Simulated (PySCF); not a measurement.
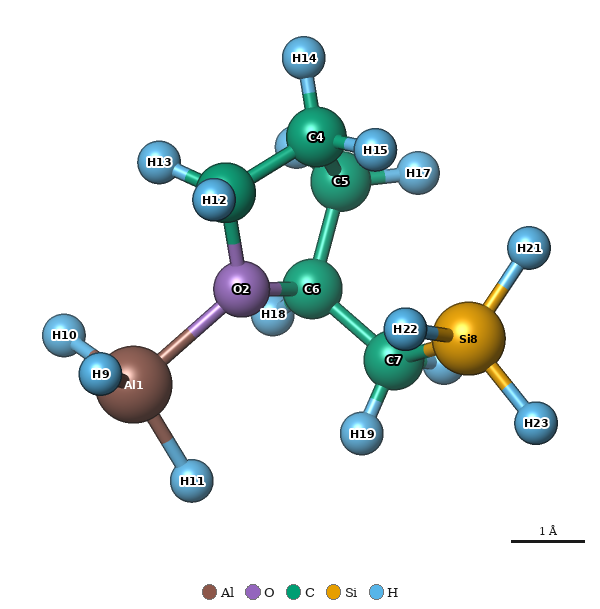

*The input geometry (ball-and-stick view, seen on its broad side; atoms are numbered from 1 in the order of the input). Sticks mark near contacts.*

# Excited-state calculation of C5H15AlOSi

System: C5H15AlOSi.
Method: TDDFT PBE0/def2-SVPD, vertical, gas phase, core orbitals frozen in the response (PySCF 2.14.0).

The geometry comes from this level: PBE0-D3(BJ)/def2-SVP. It belongs to a series of runs on one base structure; here: H on C replaced by CH2SiH3.

**What the program printed**
```
coarse grid: 19064 points
cycle   1  E = -805.6117223128  dE =  4.636e-01  |g| = 4.786e-01  |ddm| = 6.906e+00
cycle   2  E = -805.5921372454  dE =  1.959e-02  |g| = 6.014e-01  |ddm| = 1.613e+00
cycle   3  E = -805.6626153876  dE = -7.048e-02  |g| = 9.740e-02  |ddm| = 8.493e-01
cycle   4  E = -805.6642235594  dE = -1.608e-03  |g| = 3.617e-02  |ddm| = 1.899e-01
cycle   5  E = -805.6645219733  dE = -2.984e-04  |g| = 5.843e-03  |ddm| = 6.625e-02
cycle   6  E = -805.6645302245  dE = -8.251e-06  |g| = 1.545e-03  |ddm| = 1.714e-02
final grid: 171648 points
cycle   7  E = -805.7807978054  dE = -6.036e-05  |g| = 1.209e-02  |ddm| = 2.399e-01
cycle   8  E = -805.7807657089  dE =  3.210e-05  |g| = 1.765e-02  |ddm| = 4.250e-02
cycle   9  E = -805.7808291169  dE = -6.341e-05  |g| = 1.309e-03  |ddm| = 2.376e-02
cycle  10  E = -805.7808294972  dE = -3.803e-07  |g| = 3.357e-04  |ddm| = 2.451e-03
cycle  11  E = -805.7808295226  dE = -2.539e-08  |g| = 7.438e-05  |ddm| = 9.890e-04
cycle  12  E = -805.7808295239  dE = -1.259e-09  |g| = 2.911e-05  |ddm| = 2.969e-04
cycle  13  E = -805.7808295241  dE = -2.017e-10  |g| = 3.681e-06  |ddm| = 5.969e-05
```

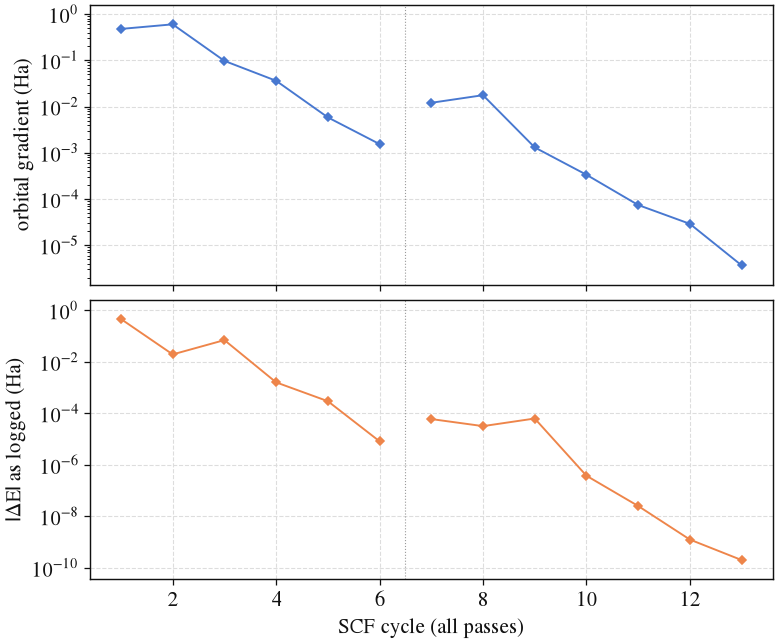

*Convergence of the self-consistent field: orbital gradient and size of the energy change against the SCF cycle. The dotted line marks the change from a coarse to the final integration grid.*

The first 6 cycles use a coarse grid, the final grid takes over at cycle 7, and the field converges after 13 cycles in all.

```
converged SCF energy = -805.7808295241

Static polarisability (au): isotropic 120.169, principal 112.517 119.783 128.207

Singlet excitations
state   eV       nm        f      main configurations
  1   6.2465    198.5   0.01384   H->L 0.80, H->L+3 0.09
  2   6.4234    193.0   0.01047   H-1->L 0.81
  3   6.8132    182.0   0.03037   H->L+3 0.47, H->L+2 0.33, H->L 0.13
  4   6.9840    177.5   0.02410   H-1->L+3 0.48, H-1->L+2 0.29, H-1->L 0.13
  5   7.0653    175.5   0.00736   H->L+1 0.79, H-1->L+1 0.10
  6   7.1497    173.4   0.00927   H-1->L+1 0.68, H->L+1 0.11
  7   7.2038    172.1   0.00167   H->L+2 0.56, H->L+3 0.37
  8   7.3396    168.9   0.01077   H-1->L+2 0.58, H-1->L+3 0.37
  9   7.3865    167.9   0.05204   H->L+5 0.64, H->L+6 0.19
 10   7.4660    166.1   0.01499   H->L+4 0.70

Triplet excitations (Tamm-Dancoff, eV): 5.8689 6.0379 6.6310 6.7809
Vertical ionisation energy (delta-SCF) = 9.3559 eV
```

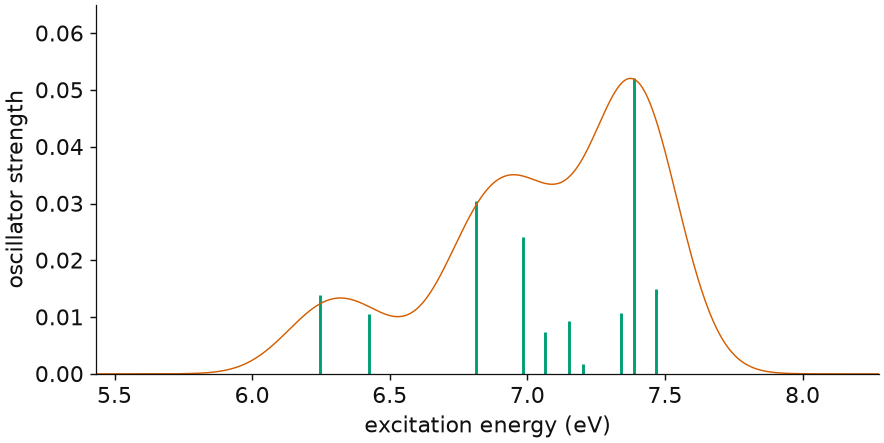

*Computed excitations as sticks (degenerate states added up, dark ones marked on the axis), with a Gaussian envelope of 0.35 eV full width at half maximum, scaled to the tallest.*

Of the 10 states the lowest lies at 6.25 eV (f = 0.014); the strongest line is at 7.39 eV, or 168 nm (f = 0.052).

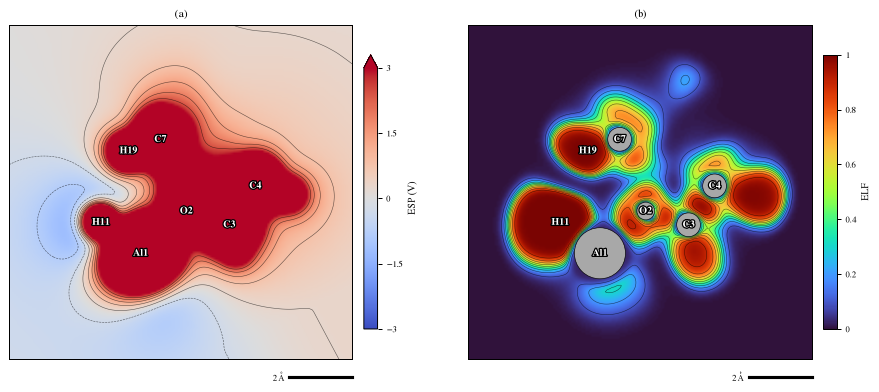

*(a) electrostatic potential; (b) ELF on the plane of atoms O2, Al1 and H11. Grey discs, where drawn, cover atomic cores.*

Atoms in the plane: Al, O, C and H. Al–O (1.98 Å): the ELF peaks at about 0.90 in the valence shell of O, 0.6 Å from its nucleus, and is about 0.50 at the midpoint. Al–H (1.61 Å): the ELF climbs to about 1 towards the hydrogen.

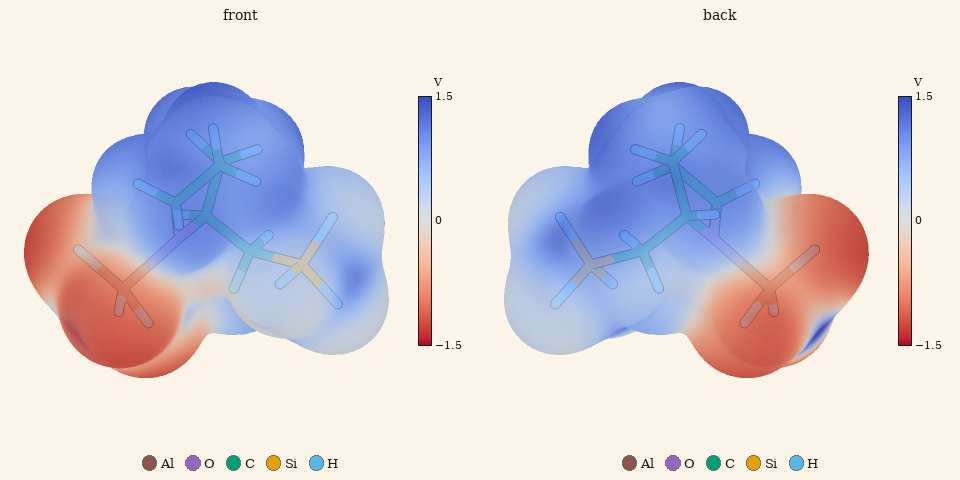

*The electrostatic potential painted on the density surface at 0.002 e/bohr³, seen at a tilt and from behind; the colour scale runs from red (negative) to blue (positive).*

Its dipole moment is 5.53 D.

The run was set up as follows.

**Input file**
```
{"job": {"kind": "uv", "xc": "PBE0", "basis": "def2-SVPD", "ip": true}, "charge": 0, "multiplicity": 1}
Al    -1.279313     2.036974     1.556352
O     -0.710046     0.514901     0.428426
C     -1.682683    -0.151309    -0.394928
C     -0.953318    -1.372517    -0.910212
C     -0.068352    -1.745990     0.276284
C      0.328166    -0.399746     0.886317
C      1.686460     0.153192     0.492195
Si     2.050616     0.426478    -1.345836
H     -2.062639     2.902043     0.456722
H     -2.176911     1.237657     2.628557
H      0.156596     2.546526     2.062850
H     -1.999926     0.559267    -1.169610
H     -2.552599    -0.416622     0.230100
H     -1.642177    -2.177141    -1.201965
H     -0.348745    -1.115518    -1.793760
H     -0.644813    -2.332558     1.007478
H      0.810830    -2.340251    -0.009925
H      0.250794    -0.429239     1.985402
H      1.817166     1.126861     0.994342
H      2.465728    -0.509995     0.904629
H      2.128211    -0.876149    -2.080632
H      1.002073     1.268926    -1.994290
H      3.373070     1.108694    -1.464451
```

The first line tells a small driver script what to run in PySCF; the rest is the geometry in Å.

Run as:
```bash
OMP_NUM_THREADS=1 python <driver script> task.json out
```

**Key numbers**

```tsv
quantity	value
outcome	converged
total energy	−805.780830 hartree
HOMO	−7.24 eV
LUMO	0.01 eV
dipole moment	5.53 D
mean polarisability	120.17 a.u.
vertical ionisation energy	9.36 eV
lowest singlet excitation	6.25 eV
hardware	1 CPU thread, shared host
wall time	12 min
peak memory	1.4 GiB
```
